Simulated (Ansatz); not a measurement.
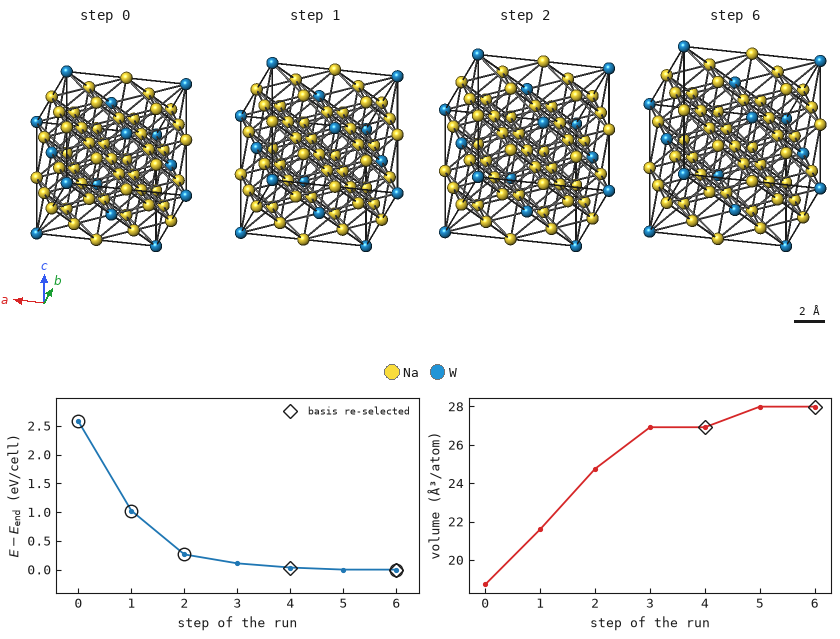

Frames of a relaxation of solid Na₇W (a generated structure, set up in Fm-3m) (coarse preliminary run), marked on the history of the run. The picture is a ball-and-stick view of the conventional cell (4 times the calculation's cell), seen from a free direction. Lengths and directions refer to the drawn axes.

Method: DFT PBE, scalar-relativistic, plane waves, PAW in Ansatz 0.2.0.

Input file:
```yaml
crystal:
  lattice:
    - [0.0, 4.21524414, 4.21524414]
    - [4.21524414, 0.0, 4.21524414]
    - [4.21524414, 4.21524414, 0.0]
  atoms:
    - { symbol: Na, position: [0.5, 0.0, 0.0] }
    - { symbol: Na, position: [0.0, 0.5, 0.5] }
    - { symbol: Na, position: [0.0, 0.5, 0.0] }
    - { symbol: Na, position: [0.5, 0.0, 0.5] }
    - { symbol: Na, position: [0.0, 0.0, 0.5] }
    - { symbol: Na, position: [0.5, 0.5, 0.0] }
    - { symbol: Na, position: [0.5, 0.5, 0.5] }
    - { symbol: W, position: [0.0, 0.0, 0.0] }
basis:
  ecutwfc: 420
kpoints:
  mp_grid: { grid: [4, 4, 4] }
hamiltonian:
  xc: pbe
scf:
  occupations: { method: gaussian, width: 0.1 }
  lower_state_search: "off"
output:
  forces: true
  stress: true
  eigenvalues: true
relax:
  adjacent_minimum: "off"
  f_tol: 0.04
  max_steps: 70
  cell: { stress_tol: 0.4 }
```

Launched with:
```bash
ansatz run input.yaml --threads 1 --pin off --max-ram 2048MiB --backend cpu --events-out ev --progress --plain --runs-dir out
```

> Describe the path.

The atoms keep their places relative to the cell (all moves are under 0.005 Å). Cell: a = b = c 8.430 → 9.640 Å (+14.3 %). Volume +49.5 %. Among the contacts that change: Na1–Na3 2.981 → 3.408 Å, Na1–W8 2.981 → 3.408 Å. The space group stays Fm-3m (No. 225). The energy falls by 2.576 eV per cell of the calculation in 4 accepted moves (6 points after the start). All forces vanish by symmetry, so only the cell relaxes. The pressure goes from 14.96 to 0.34 GPa. The SCF was repeated twice at an unchanged geometry on a basis and grid sized afresh for the cell, which shifted the energy by 72.7 meV per cell of the calculation at most. From step 0 to 1: volume +15.3 %, energy −1.552 eV per cell of the calculation. From step 1 to 2: volume +14.6 %, energy −0.760 eV per cell of the calculation. From step 2 to 6: volume +13.1 %, energy −0.264 eV per cell of the calculation.

```
step  E − E(0), meV/atom  pressure, GPa  volume, Å³/atom                      note
   0                0.00          14.96           18.724                          
   1             -193.97           7.42           21.599                          
   2             -288.93           2.64           24.753                          
   3             -308.35           0.33           26.919                          
   4             -317.44           1.03           26.919  same geometry, new basis
   5             -321.93           0.35           27.992                          
   6             -321.96           0.34           27.992  same geometry, new basis
```
